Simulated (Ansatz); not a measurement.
**C2H4F2O (SMILES FCOCF): density, localisation and related maps**

Input

```
crystal:
  periodic: [false, false, false]
  atoms:
    - { symbol: F, position_ang: [-1.7757, 0.8358, -1.2944] }
    - { symbol: C, position_ang: [-0.6119, 0.706, -0.63] }
    - { symbol: O, position_ang: [-0.5018, -0.6348, -0.2155] }
    - { symbol: C, position_ang: [0.4929, -0.7887, 0.668] }
    - { symbol: F, position_ang: [1.6438, -0.2959, 0.1444] }
    - { symbol: H, position_ang: [-0.6216, 1.3787, 0.2032] }
    - { symbol: H, position_ang: [0.2181, 0.9885, -1.3202] }
    - { symbol: H, position_ang: [0.3502, -0.2689, 1.6254] }
    - { symbol: H, position_ang: [0.68, -1.8632, 0.888] }
basis:
  gaussian: { orbitals: def2-SVP }
hamiltonian:
  xc: pbe
  dispersion: d4
relax:
  f_tol: 0.015
  max_steps: 40
output:
  orbitals: {}
```

Launched as:

```sh
ansatz run input.yaml --threads 1 --pin off --max-ram 2048MiB --backend cpu --events-out ev --progress --plain --runs-dir out
```

The fields are those of the relaxed geometry.

All numbers below come from Ansatz, RKS PBE-D4/def2-SVP.

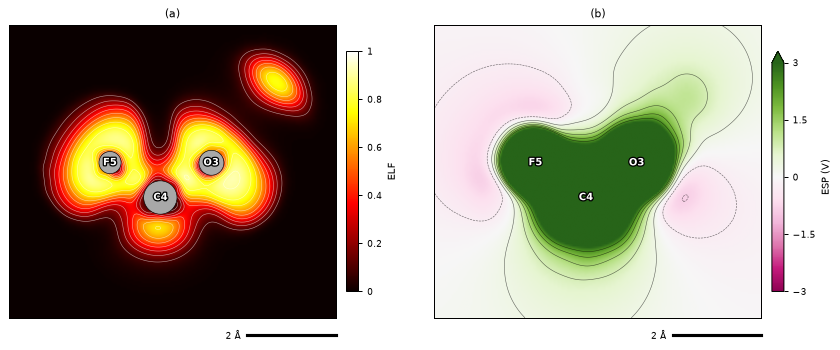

Figure 1. (a) electron localisation function; (b) molecular electrostatic potential on the plane of atoms O3, C4 and F5. Grey discs cover the atomic cores in the ELF map.

Question: Read the bonding off the picture.

Answer: The plane passes through O, C and F nuclei. C–F (1.38 Å): the ELF peaks at about 0.85 between the atoms: a shared but strongly polarised pair. C–O (1.39 Å): the ELF peaks at about 0.90 between the atoms: a shared but strongly polarised pair. The ELF also peaks beside F5 and O3, away from the bonds: lone-pair regions. Outside the dense part of the molecule the potential is most negative (−0.8 V) near O3.

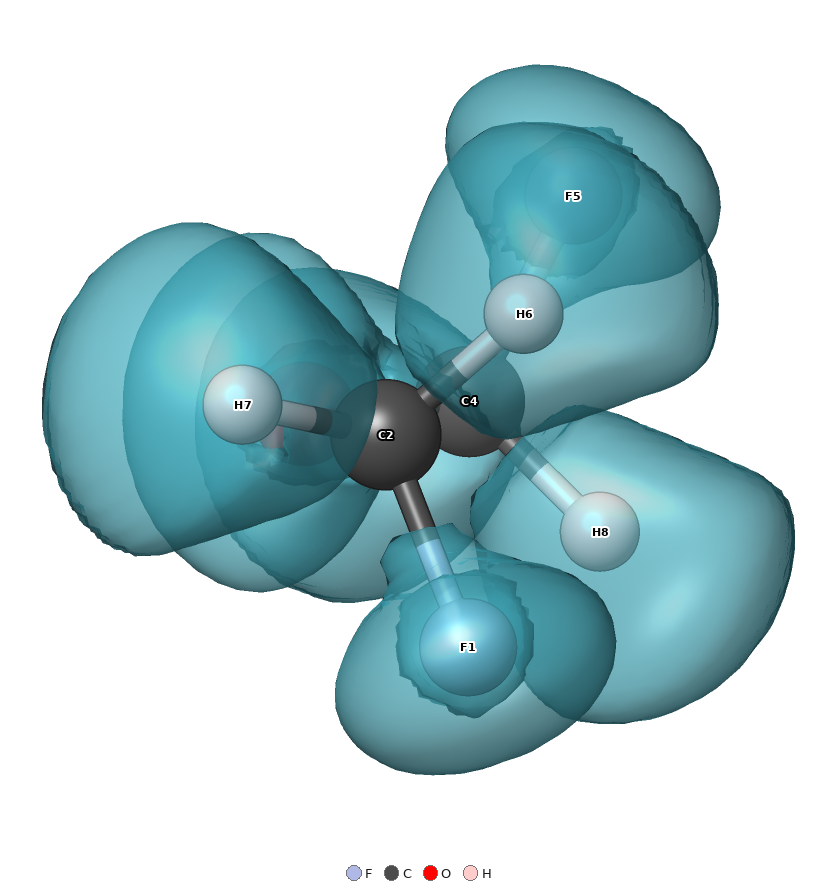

Figure 2. Isosurface of the electron localisation function at 0.75 (cyan), seen at an oblique angle. Only the valence region is drawn (cores and ρ < 0.01 e/Å³ removed).

Question: What do the ELF domains correspond to?

Answer: At this value the surface marks out four regions around hydrogen nuclei, two regions on F in which the atom's valence shell and bonds are merged and one region on O in which the atom's valence shell and bonds are merged.

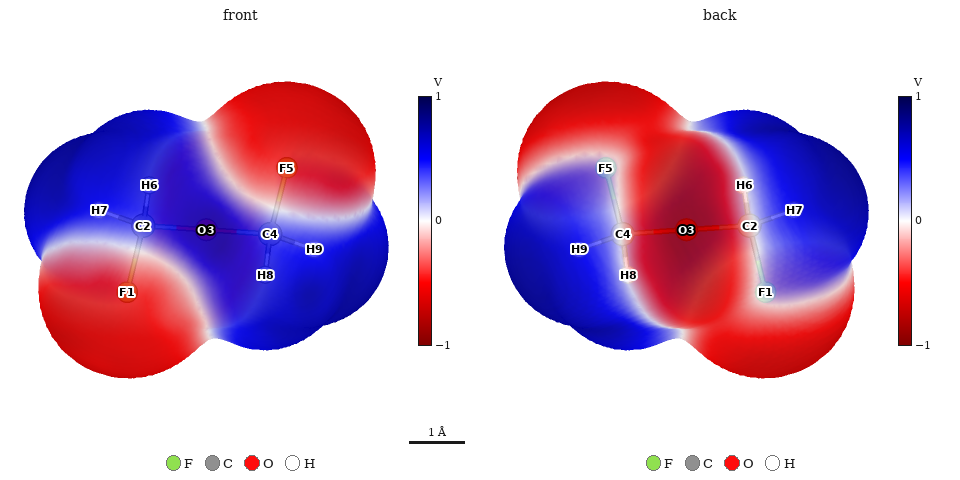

Figure 3. The electrostatic potential painted on the density surface at 0.001 e/bohr³, seen from the front and from behind; the colour scale runs from red (negative) to blue (positive).

Question: Where is the surface potential most negative and most positive?

Answer: The most negative region (about −0.8 V) lies over O3, the most positive (about +0.8 V) over C2, C4, H7 and H9.
